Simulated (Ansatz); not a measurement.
**U-wB97X/def2-SVPD run of C2H6B (SMILES [BH]CC)**

What is the vertical doublet–quartet gap of C2H6B at U-wB97X/def2-SVPD? 

The calculation is run with Ansatz 0.2.0.

36 further runs of the same task are left out: 36 set aside as unsound or not needed.

## (1) Starting point

The species is C2H6B (9 atoms), meant as a doublet with charge 0. SMILES: `[BH]CC`. The coordinates come from a PBE0-D4/def2-TZVP relaxation. This is one conformer, not always the lowest.

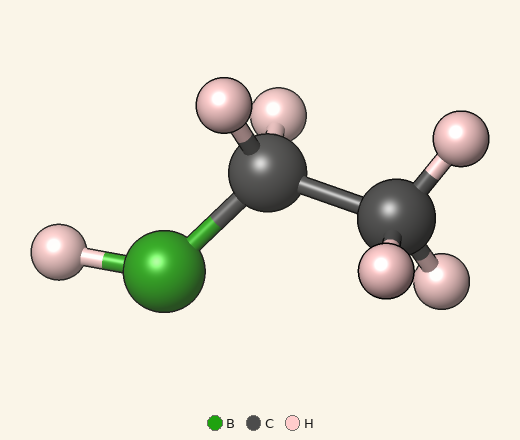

Viewed from a chosen angle; boron green, carbon dark grey, hydrogen pink.

## (2) A single-point energy at U-wB97X/def2-SVPD

Input file run.yaml:

```yaml
crystal:
  periodic: [false, false, false]
  atoms:
    - {symbol: B, position_ang: [-1.415300, 0.517300, -0.623600]}
    - {symbol: C, position_ang: [0.077500, 0.346900, -0.300600]}
    - {symbol: C, position_ang: [0.504700, -0.731500, 0.688600]}
    - {symbol: H, position_ang: [-1.915600, 1.307200, -1.370300]}
    - {symbol: H, position_ang: [0.580700, 0.211000, -1.273200]}
    - {symbol: H, position_ang: [0.428600, 1.341200, 0.024500]}
    - {symbol: H, position_ang: [1.588300, -0.746200, 0.828800]}
    - {symbol: H, position_ang: [0.197300, -1.721000, 0.344100]}
    - {symbol: H, position_ang: [0.042200, -0.571000, 1.664600]}
basis:
  gaussian:
    orbitals: def2-SVPD
magnetization:
  spin_polarized: true
  initial_magnetization: 1
hamiltonian:
  xc: {name: wB97X}
accuracy: high
output:
  orbitals: {seedname: orbitals}
```

Run with:

```
$ ansatz run run.yaml --threads 1 --pin off --max-ram 3480MiB --events-out events.jsonl --progress --plain --runs-dir runs
```

The program printed:

```text
Warning: RAYON_NUM_THREADS=1 ignored (pool sized by the plan → 1); use --threads N
Functional definition: wB97X
  name "wB97X"
  parameter omega = 0.3/bohr
  parameter cx = 0.157706
  parameter cx1 = 0.726479
  parameter cx2 = 1.04760
  parameter cx3 = -5.70635
  parameter cx4 = 13.2794
  parameter css1 = -4.33879
  parameter css2 = 18.2308
  parameter css3 = -31.7430
  parameter css4 = 17.2901
  parameter cos1 = 2.37031
  parameter cos2 = -11.3995
  parameter cos3 = 6.58405
  parameter cos4 = -3.78132
  exchange = spin_sum(e_x_unif_sr(omega)*poly(b97_u_x, 1 - cx, cx1, cx2, cx3, cx4)) + cx*exact_x_sr(omega)
      + exact_x_lr(omega)
  correlation = spin_sum(e_c_pw_same_spin*poly(b97_u_same, 1, css1, css2, css3, css4))
      + integral(e_c_pw_opposite_spin*poly(b97_u_opposite, 1, cos1, cos2, cos3, cos4))
2220 factors; integrals over basis functions are off by at most 3.1e-9 eV
445 factors; integrals over basis functions are off by at most 1.9e-9 eV
mean field evaluation 1: about -2840.3153 eV, gradient 2.2e1 eV
mean field evaluation 2: about -2841.6492 eV, gradient 1.6e1 eV
mean field evaluation 4: about -2842.8452 eV, gradient 3.7e-1 eV
mean field evaluation 8: about -2842.9048 eV, gradient 1.5e-2 eV
mean field evaluation 16: about -2842.9048 eV, gradient 5.3e-5 eV
mean field evaluation 32: about -2842.1411 eV, gradient 3.1e0 eV
mean field -2842.90483366 eV, -104.4748256470 hartree, gradient 1.6e-8 eV, S^2 0.751901; 2 other end points of the search recorded, 0 dependent functions left out
reference -2842.90483085 eV, -104.4748255437 hartree; 12, 11 occupied and 96, 97 virtual orbitals, 2220 factors
Total energy: -2842.90483085 eV, -104.4748255437 hartree
```

Run time: 56 s. Hardware: 1 thread of Intel Xeon Platinum 8259CL at 2.50GHz (Skylake/Cascade Lake), shared host; peak memory 0.83 GiB.

## (3) The quartet

run.yaml, as its differences from that of step 2:

```diff
@@ -1 +1,4 @@
+basis:
+  gaussian:
+    orbitals: def2-SVPD
 crystal:
@@ -12,8 +15,5 @@
     - {symbol: H, position_ang: [0.042200, -0.571000, 1.664600]}
-basis:
-  gaussian:
-    orbitals: def2-SVPD
 magnetization:
   spin_polarized: true
-  initial_magnetization: 1
+  initial_magnetization: 3
 hamiltonian:
```

Run with:

```
$ ansatz run run.yaml --threads 1 --pin off --max-ram 3480MiB --events-out events.jsonl --progress --plain --runs-dir runs
```

The program printed, shortened:

```text
Warning: RAYON_NUM_THREADS=1 ignored (pool sized by the plan → 1); use --threads N
Functional definition: wB97X
  name "wB97X"
[...]
      + exact_x_lr(omega)
[...]
      + integral(e_c_pw_opposite_spin*poly(b97_u_opposite, 1, cos1, cos2, cos3, cos4))
2220 factors; integrals over basis functions are off by at most 3.1e-9 eV
445 factors; integrals over basis functions are off by at most 1.9e-9 eV
[...]
mean field -2837.28518973 eV, -104.2683075418 hartree, gradient 4.6e-8 eV, S^2 3.755387; 0 other end points of the search recorded, 0 dependent functions left out
reference -2837.28518725 eV, -104.2683074505 hartree; 13, 10 occupied and 95, 98 virtual orbitals, 2220 factors
Total energy: -2837.28518725 eV, -104.2683074505 hartree
```

Run time: 63 s. Hardware: 1 thread of Intel Xeon Platinum 8259CL at 2.50GHz (Skylake/Cascade Lake), shared host; peak memory 0.84 GiB.

## (4) Summary of results

At U-wB97X/def2-SVPD:

```
                                        quantity          value
                           doublet: total energy  -104.47483 Eh
     doublet: HOMO energy (highest over α and β)       -7.69 eV
      doublet: LUMO energy (lowest over α and β)        0.38 eV
                                   doublet: ⟨S²⟩          0.752
                           quartet: total energy  -104.26831 Eh
     quartet: HOMO energy (highest over α and β)       -6.19 eV
      quartet: LUMO energy (lowest over α and β)       -4.71 eV
                                   quartet: ⟨S²⟩          3.755
vertical energy of the quartet above the doublet       5.620 eV
```

What this shows: At this shape the quartet lies 5.62 eV (542 kJ/mol) above the doublet.
